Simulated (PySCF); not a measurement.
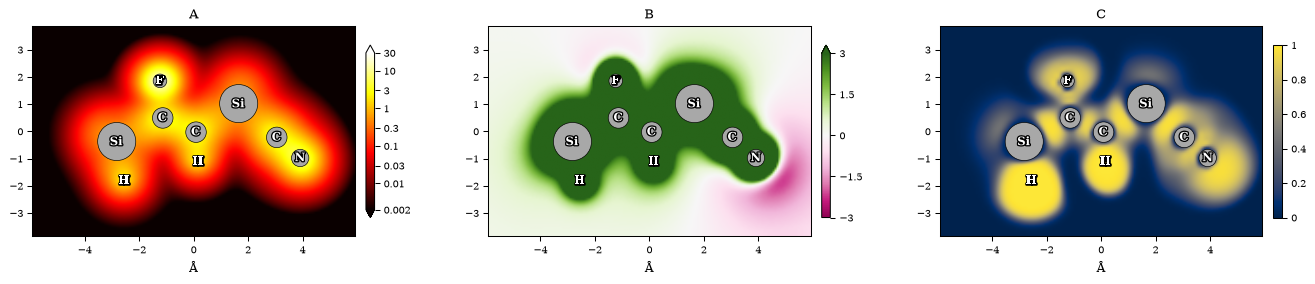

C3H6FNSi2 (SMILES N#C[SiH2]/C=C(\F)[SiH3]): 3 fields on the plane of atoms C4, C5 and F6, with unlabelled colour scales. Grey discs cover the atomic cores.

Geometry: GFN2-xTB.

All numbers below come from PBE0/pcSseg-1, SCF density, gas phase, non-relativistic in PySCF.

Match the panels to the quantities (electron density, electron localisation function and electrostatic potential).

Panel A: electron density. Panel B: electrostatic potential (strongly positive close to the atoms, with negative regions outside electron-rich atoms). Panel C: electron localisation function. From the grid: C–N (1.15 Å): ρ is about 3.6 e/Å³ halfway; the ELF peaks at about 0.85 between the atoms: a multiple bond. C–C (1.33 Å): ρ is about 2.3 e/Å³ halfway; the ELF peaks at about 0.95 between the atoms; a multiple bond.
